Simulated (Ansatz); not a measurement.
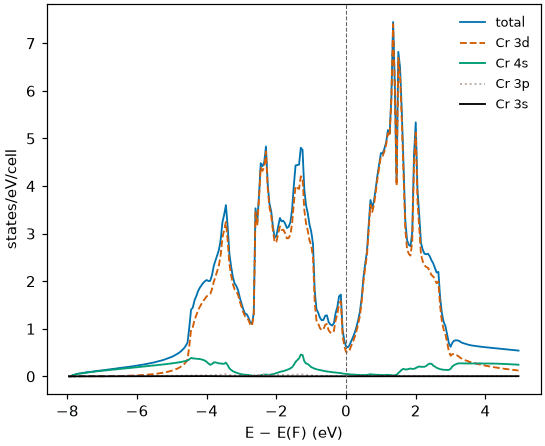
*Total and projected density of states of Cr (bcc (W type), Im-3m), PBE+D3(BJ) in the plane-wave PAW code Ansatz*

Task: Which orbitals carry the states next to the Fermi level?

Result: Within 0.5 eV of the Fermi level: Cr 3d 89 %, outside the projected shells 5 %. Projections are on Löwdin-orthogonalised atomic valence shells; empty p or d shells of many metals are not among them.

Task: Where is the tallest occupied peak in this window, and what makes it?

Result: Near -2.3 eV, about 4.8 states/eV per cell; the largest projected share is Cr 3d.

The cell was relaxed with PBE+D3(BJ) under the symmetry of its start, as lowered by the spin order. The final state is antiferromagnetic, chosen from 4 collinear starts compared on coarse meshes (ties went to the first, and starts can fall back to one state), not a proven ground state. Textbook magnetic order: a spin-density-wave antiferromagnet. The pairwise dispersion correction was not fitted to metals.

Potentials: the later of the program's two PAW sets.
